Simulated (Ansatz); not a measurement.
# Calculations on GaPH6

### Relaxation

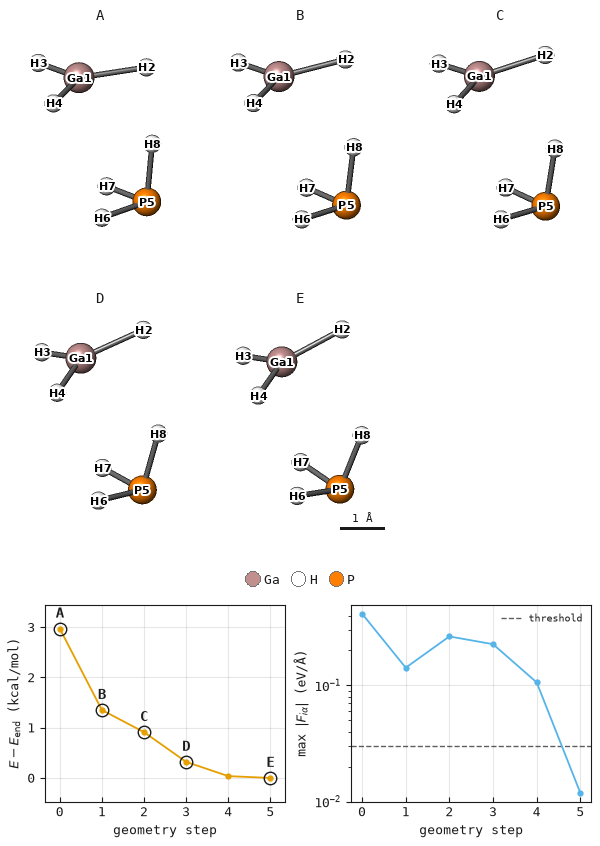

Frames of a relaxation of GaPH6, marked on the history of the run. A ball-and-stick model, seen from a free direction.

The run prepares an end point of a later path (reaction) calculation, from a guessed geometry.

Method: RKS B3LYP-D4/def2-SVP (Ansatz). Set-up: no spin polarisation; force threshold 0.03 eV/Å; at most 50 steps.

Q: What happens along the run?

A: H2 moves most after the best rigid fit: 0.52 Å. By element the largest moves are H 0.52 Å, P 0.19 Å, Ga 0.08 Å. Some distances before and after: Ga1–P5 3.487 → 3.455 Å, Ga1–H2 1.571 → 1.575 Å. After 5 geometry steps the energy has fallen by 2.97 kcal/mol. Largest force component: 0.41 eV/Å at the start, 0.012 eV/Å at the end. From step 0 to 1: H2 moves most (0.19 Å), energy −1.62 kcal/mol. From step 1 to 2: H2 moves most (0.11 Å), energy −0.44 kcal/mol. From step 2 to 3: H2 moves most (0.20 Å), energy −0.59 kcal/mol. From step 3 to 5: H7 moves most (0.15 Å), energy −0.32 kcal/mol.

| step | E − E(0), kcal/mol | largest force component, eV/Å |
| --- | --- | --- |
| 0 | 0.00 | 0.4146 |
| 1 | -1.62 | 0.1421 |
| 2 | -2.06 | 0.2642 |
| 3 | -2.65 | 0.2265 |
| 4 | -2.93 | 0.1062 |
| 5 | -2.97 | 0.0119 |

### Relaxation

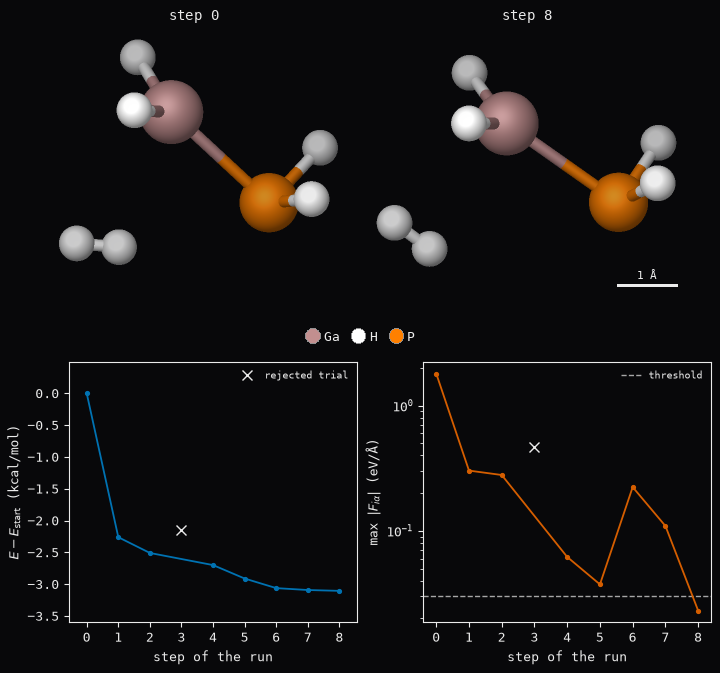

First and last geometry of a relaxation of GaPH₆, with the history of the run. Style: ball-and-stick. Shown face on.

The run prepares an end point of a later path (reaction) calculation, from a guessed geometry.

Computed with Ansatz 0.2.0, RKS B3LYP-D4/def2-SVP.

The input:
```yaml
crystal:
  periodic: [false, false, false]
  atoms:
    - { symbol: Ga, position_ang: [0.080326, -0.614262, -0.303598] }
    - { symbol: H, position_ang: [-0.022898, 0.308589, 2.305233] }
    - { symbol: H, position_ang: [1.395805, 0.227791, -0.490867] }
    - { symbol: H, position_ang: [-1.317005, -0.052532, -0.760938] }
    - { symbol: P, position_ang: [0.131932, -2.630431, 0.806897] }
    - { symbol: H, position_ang: [-0.666983, -3.350608, -0.135729] }
    - { symbol: H, position_ang: [1.379382, -3.094216, 0.284082] }
    - { symbol: H, position_ang: [-0.031258, -0.403531, 2.198321] }
basis:
  gaussian: { orbitals: def2-SVP }
hamiltonian:
  xc: b3lyp
  dispersion: d4
relax:
  f_tol: 0.03
  max_steps: 50
output:
  orbitals: {}
```

Launched with:
```bash
ansatz run input.yaml --threads 1 --pin off --max-ram 2048MiB --backend cpu --events-out ev --progress --plain --runs-dir out
```

Q: What do the curves and the structures tell?

A: It converged. The energy falls by 3.10 kcal/mol in 7 accepted moves (8 points after the start). The largest force component goes from 1.8 to 0.023 eV/Å. The line search rejected the trial step at point 3 of the run. H2 moves most after the best rigid fit: 0.43 Å. Largest moves by element: H 0.43 Å, P 0.29 Å, Ga 0.19 Å. Near-neighbour distances that change, for instance: H2–H8 0.720 → 0.763 Å, Ga1–P5 2.302 → 2.342 Å. Bond angles that change, for instance: Ga1–P5–H7 97.3° → 94.6°.

| step | E − E(0), kcal/mol | largest force component, eV/Å | note |
| --- | --- | --- | --- |
| 0 | 0.00 | 1.8027 |  |
| 1 | -2.26 | 0.3028 |  |
| 2 | -2.51 | 0.2792 |  |
| 3 | -2.15 | 0.4655 | rejected |
| 4 | -2.70 | 0.0619 |  |
| 5 | -2.91 | 0.0374 |  |
| 6 | -3.06 | 0.2236 |  |
| 7 | -3.09 | 0.1094 |  |
| 8 | -3.10 | 0.0231 |  |

Limits of the set-up: the start holds two separate molecules, 2.5 Å apart at their closest, whose relative position is a soft coordinate.

### Path

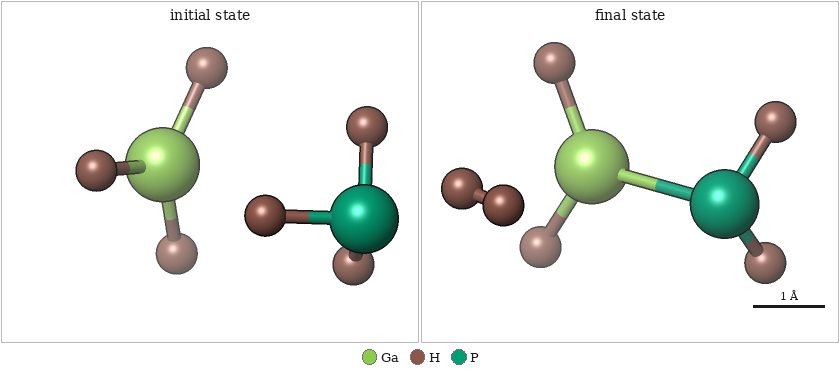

The two relaxed end points of a path for GaPH$_{6}$, made up at the start of GaH3 and PH3. A ball-and-stick model, seen at a tilt.

The calculation used RKS B3LYP-D4/def2-SVP (Ansatz).

Run with 9 movable images; climbing image; force threshold 0.05 eV/Å; iteration limit 60.

Start:
```xyz
8

Ga    0.0201    0.1718    0.0771
H    -0.0776    0.8061    1.5158
H     1.4260    0.0002   -0.6078
H    -1.2953   -0.1677   -0.7169
P     0.1946   -3.0834    1.2213
H    -0.6598   -2.8634    0.0987
H     1.3770   -2.6865    0.5271
H    -0.0357   -1.7862    1.7881
```

End:
```xyz
8

Ga    0.1256   -0.7221   -0.1505
H    -0.1815    0.6903    1.9682
H     1.4317    0.1406   -0.3060
H    -1.2817   -0.1609   -0.5756
P     0.2565   -2.8699    0.7750
H    -0.6394   -3.4589   -0.1690
H     1.4442   -3.2286    0.0671
H    -0.2060    0.0003    2.2942
```

Question: Predict the minimum-energy path and its barrier.

Answer: Forward barrier 1.09 eV, backward barrier 1.26 eV, with image 4 at the top; the reaction energy is −0.17 eV. Breaking: Ga1–H2 (1.58 → 1.73 at the top → 2.56 Å), P5–H8 (1.43 → 1.81 at the top → 3.28 Å). Forming: Ga1–P5 (3.45 → 2.70 at the top → 2.34 Å), H2–H8 (2.61 → 1.10 at the top → 0.76 Å). The band converged in 8 iterations. The largest component of the band force went from 4.8 to 0.035 eV/Å. The climbing image converged on the top of the path. Its vibrational analysis gives one imaginary mode (1232i cm⁻¹), as a transition state must have.

Energies of the converged images:

```csv
image,path (Å),E (eV)
0,0.00,0.000
1,0.35,0.019
2,0.70,0.166
3,1.05,0.656
4,1.40,1.093
5,1.70,0.763
6,2.00,0.296
7,2.31,0.019
8,2.61,-0.111
9,2.91,-0.157
10,3.21,-0.166
```

The geometry at the top of the path:

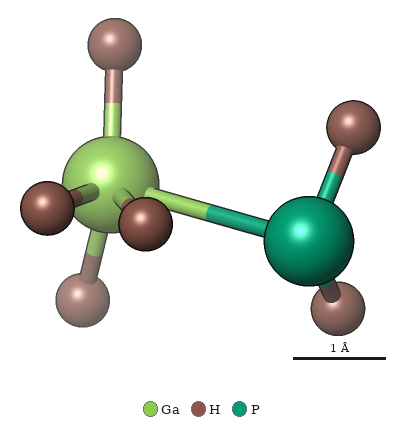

Limits of the set-up: the start holds two separate molecules, 2.6 Å apart at their closest, whose relative position is a soft coordinate.

The run took 3.5 min on 1 thread of Arm Neoverse V1 (shared host), peak memory 0.16 GiB.
